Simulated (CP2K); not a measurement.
**SiPH3F2 (SMILES FP(F)[SiH3]) at IPEA1-xTB**

Aim: the energy change on altering one bond length of SiPH3F2 at IPEA1-xTB, from 2 runs. 

The results are computed with CP2K 2026.2.

6 further runs of the same task are left out: 2 that didn't finish, 4 set aside as unsound or not needed.

## 1. The structure to begin with

SiPH3F2: 7 atoms, total charge 0, spin state singlet. SMILES: `FP(F)[SiH3]`. The shape is that of a GFN2-xTB optimisation.

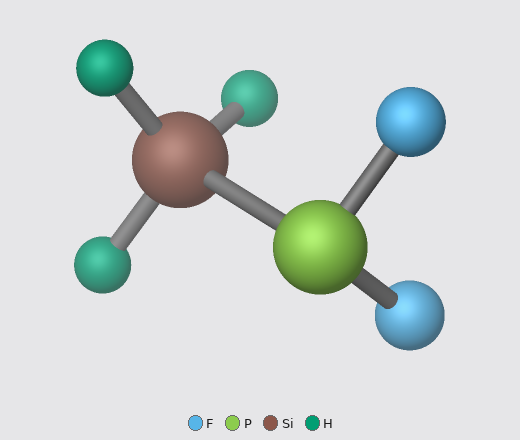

Viewed from a chosen angle; fluorine blue, phosphorus green, silicon brown, hydrogen teal.

## 2. Energy and forces at IPEA1-xTB

The input, molecule.xyz:

```xyz
7

F      1.606480    -0.707980     1.260600
P     -0.024520    -0.757930     1.278250
F     -0.105750    -2.119560     0.382560
Si    -0.318330     0.684090    -0.485350
H      0.550240     0.302110    -1.599030
H      0.019410     2.012710     0.021820
H     -1.727530     0.586560    -0.858840
```

The input, qs.inp:

```
&GLOBAL
    PROJECT_NAME qs
    RUN_TYPE ENERGY_FORCE
    PRINT_LEVEL MEDIUM
&END GLOBAL

&FORCE_EVAL
    METHOD QUICKSTEP
    &DFT
        ! Quickstep
        &QS
            METHOD XTB
            EPS_DEFAULT 1.0E-10
            &XTB
                GFN_TYPE TBLITE
                &TBLITE
                    METHOD IPEA1
                &END TBLITE
                CHECK_ATOMIC_CHARGES F
            &END XTB
        &END QS
        ! no periodic images
        &POISSON
            PERIODIC NONE
            POISSON_SOLVER ANALYTIC
        &END POISSON
        ! SCF settings
        &SCF
            SCF_GUESS ATOMIC
            EPS_SCF 1.0E-06
            MAX_SCF 150
            ADDED_MOS 4
            &DIAGONALIZATION
                ALGORITHM STANDARD
            &END DIAGONALIZATION
            &MIXING
                METHOD DIRECT_P_MIXING
                ALPHA 0.4
            &END MIXING
            &SMEAR ON
                METHOD FERMI_DIRAC
                ELECTRONIC_TEMPERATURE [K] 300
            &END SMEAR
        &END SCF
        &PRINT
            &MOMENTS
                PERIODIC F
                REFERENCE COM
                MAX_MOMENT 1
            &END MOMENTS
            &MO ON
                ENERGIES T
                OCCUPATION_NUMBERS T
                NDIGITS 6
                &EACH
                    QS_SCF 0
                &END EACH
                ADD_LAST NUMERIC
            &END MO
            &HIRSHFELD OFF
            &END HIRSHFELD
        &END PRINT
    &END DFT
    ! atoms, cell and kinds
    &SUBSYS
        ! box in angstrom
        &CELL
            ABC 15.3 16.1 14.9
            PERIODIC NONE
        &END CELL
        &TOPOLOGY
            COORD_FILE_NAME molecule.xyz
            COORD_FILE_FORMAT XYZ
            &CENTER_COORDINATES
            &END CENTER_COORDINATES
        &END TOPOLOGY
    &END SUBSYS
    ! extra output
    &PRINT
        &FORCES ON
        &END FORCES
    &END PRINT
&END FORCE_EVAL
```

Launch:

```console
$ OMP_NUM_THREADS=1 cp2k.psmp qs.inp > qs.out
```

Log:

```text
CP2K| version string:                                       CP2K version 2026.2
[...]
 GLOBAL| Method name                                                        CP2K
[...]
 GLOBAL| Run type                                                   ENERGY_FORCE
[...]
                             - Atoms:                                          7
[...]
                             - Spherical basis functions:                     34
[...]
 Number of electrons:                                                         26
[...]
  *** SCF run converged in    18 steps ***
[...]
  Fermi energy:                                                -0.32612670039038
[...]
 TB_DIPOLE| Moment [Debye]         -1.44566971       1.71152705       0.05896900
 TB_DIPOLE| Derivative [a.u.]       0.00000000       0.00000000       0.00000000
[...]
 ENERGY| Total FORCE_EVAL ( QS ) energy [hartree]            -16.989592872758109
 FORCES| Atomic forces [hartree/bohr]
 FORCES|   Atom     x               y               z               |f|
 FORCES|      1  2.76870319E-03  6.38422318E-03  6.49610765E-03   9.51963432E-03
 FORCES|      2  7.52077723E-03  7.00795177E-04 -1.59179325E-02   1.76191311E-02
 FORCES|      3 -8.92552217E-03 -3.50283483E-03  5.03004078E-04   9.60144838E-03
 FORCES|      4 -1.60669746E-03  7.38535839E-05  3.66234092E-03   3.99995901E-03
 FORCES|      5 -8.91637750E-03  4.10712604E-03  1.13900614E-02   1.50367474E-02
 FORCES|      6 -3.42517789E-03 -1.04779733E-02 -7.22778869E-03   1.31818321E-02
 FORCES|      7  1.25842946E-02  2.71481017E-03  1.09420713E-03   1.29202150E-02
 FORCES| Sum     3.46944695E-17 -2.94902991E-17 -2.88397778E-17
 FORCES| Total atomic force                                       5.38991349E-17
[...]
```

It took 1.3 s on 1 thread of AMD EPYC 7R43 (Zen 3), shared host; peak memory 0.19 GiB.

## 3. The distorted shape at the same level

The input, molecule.xyz:

```xyz
7

F      1.635866    -0.852209     1.436993
P      0.004866    -0.902159     1.454643
F     -0.076364    -2.263789     0.558953
Si    -0.318330     0.684090    -0.485350
H      0.550240     0.302110    -1.599030
H      0.019410     2.012710     0.021820
H     -1.727530     0.586560    -0.858840
```

The input, qs.inp:

```
&GLOBAL
 PROJECT qs
 RUN_TYPE ENERGY_FORCE
 PRINT_LEVEL MEDIUM
&END GLOBAL
&FORCE_EVAL
 METHOD Quickstep
 &DFT
  &QS
   METHOD XTB
   EPS_DEFAULT 1.0E-10
   &XTB
    GFN_TYPE TBLITE
    &TBLITE
     METHOD IPEA1
    &END TBLITE
    CHECK_ATOMIC_CHARGES F
   &END XTB
  &END QS
  &POISSON
   PERIODIC NONE
   POISSON_SOLVER ANALYTIC
  &END POISSON
  &SCF
   SCF_GUESS ATOMIC
   EPS_SCF 1.0E-06
   MAX_SCF 150
   ADDED_MOS 4
   &DIAGONALIZATION
    ALGORITHM STANDARD
   &END DIAGONALIZATION
   &MIXING
    METHOD DIRECT_P_MIXING
    ALPHA 0.4
   &END MIXING
   &SMEAR ON
    METHOD FERMI_DIRAC
    ELECTRONIC_TEMPERATURE [K] 300
   &END SMEAR
  &END SCF
  &PRINT
   &MOMENTS
    PERIODIC F
    REFERENCE COM
    MAX_MOMENT 1
   &END MOMENTS
   &MO ON
    ENERGIES T
    OCCUPATION_NUMBERS T
    NDIGITS 6
    &EACH
     QS_SCF 0
    &END EACH
    ADD_LAST NUMERIC
   &END MO
   &HIRSHFELD OFF
   &END HIRSHFELD
  &END PRINT
 &END DFT
 &SUBSYS
  &CELL
   ABC 15.4 16.3 15.1
   PERIODIC NONE
  &END CELL
  &TOPOLOGY
   COORD_FILE_NAME molecule.xyz
   COORD_FILE_FORMAT XYZ
   &CENTER_COORDINATES
   &END CENTER_COORDINATES
  &END TOPOLOGY
 &END SUBSYS
 &PRINT
  &FORCES ON
  &END FORCES
 &END PRINT
&END FORCE_EVAL
```

Launch:

```console
$ OMP_NUM_THREADS=1 cp2k.psmp -i qs.inp -o qs.out
```

Log:

```text
CP2K| version string:                                       CP2K version 2026.2
[...]
 GLOBAL| Method name                                                        CP2K
[...]
 GLOBAL| Run type                                                   ENERGY_FORCE
[...]
                             - Atoms:                                          7
[...]
                             - Spherical basis functions:                     34
[...]
 Number of electrons:                                                         26
[...]
  *** SCF run converged in    18 steps ***
[...]
  Fermi energy:                                                -0.31482613608546
[...]
 TB_DIPOLE| Moment [Debye]         -1.54881625       1.98514674      -0.18167811
 TB_DIPOLE| Derivative [a.u.]       0.00000000       0.00000000       0.00000000
[...]
 ENERGY| Total FORCE_EVAL ( QS ) energy [hartree]            -16.977534591063737
 FORCES| Atomic forces [hartree/bohr]
 FORCES|   Atom     x               y               z               |f|
 FORCES|      1  6.80039811E-04  6.65616026E-03  5.47929993E-03   8.64810102E-03
 FORCES|      2  4.03446262E-03  1.96138494E-02 -3.97776426E-02   4.45335922E-02
 FORCES|      3 -8.55184527E-03 -1.18175136E-03  7.61462900E-04   8.66662677E-03
 FORCES|      4  2.71894064E-03 -1.80175604E-02  2.44958802E-02   3.05298750E-02
 FORCES|      5 -8.44292695E-03  2.96557880E-03  1.22912900E-02   1.52037326E-02
 FORCES|      6 -3.07599017E-03 -1.15106769E-02 -5.70478456E-03   1.32099192E-02
 FORCES|      7  1.26373193E-02  1.47440021E-03  2.45449415E-03   1.29576324E-02
 FORCES| Sum    -3.29597460E-17  2.36789754E-16 -1.32272665E-16
 FORCES| Total atomic force                                       2.73224799E-16
[...]
```

Wall time 1.3 s (1 thread of AMD EPYC 7R43 (Zen 3), shared host); peak memory 0.19 GiB.

## 4. Results

At IPEA1-xTB:

| quantity | value |
| --- | --- |
| first shape: total energy | -16.98959 Eh |
| first shape: dipole moment (from atomic charges alone) | 2.24 D |
| first shape: HOMO energy | -11.37 eV |
| first shape: LUMO energy | -7.98 eV |
| first shape: HOMO–LUMO gap | 3.39 eV |
| first shape: largest force on an atom | 0.906 eV/Å |
| distorted shape: total energy | -16.97753 Eh |
| distorted shape: dipole moment (from atomic charges alone) | 2.52 D |
| distorted shape: HOMO energy | -11.19 eV |
| distorted shape: LUMO energy | -7.67 eV |
| distorted shape: HOMO–LUMO gap | 3.52 eV |
| distorted shape: largest force on an atom | 2.290 eV/Å |
| energy change with the P2–Si4 bond stretched from 2.297 to 2.527 Å | 0.328 eV |

In words: With the P2–Si4 bond stretched from 2.297 to 2.527 Å the energy rises by 0.33 eV (31.7 kJ/mol). The first shape isn't relaxed at this level, so the change isn't measured from a minimum. The largest force (first shape) is 0.91 eV/Å: the shape isn't a stationary point for this species at this level. The dipole (first shape) comes from point charges on the atoms alone, without atomic dipoles, so it is partial. The dipole (distorted shape) comes from point charges on the atoms alone, without atomic dipoles, so it is partial.
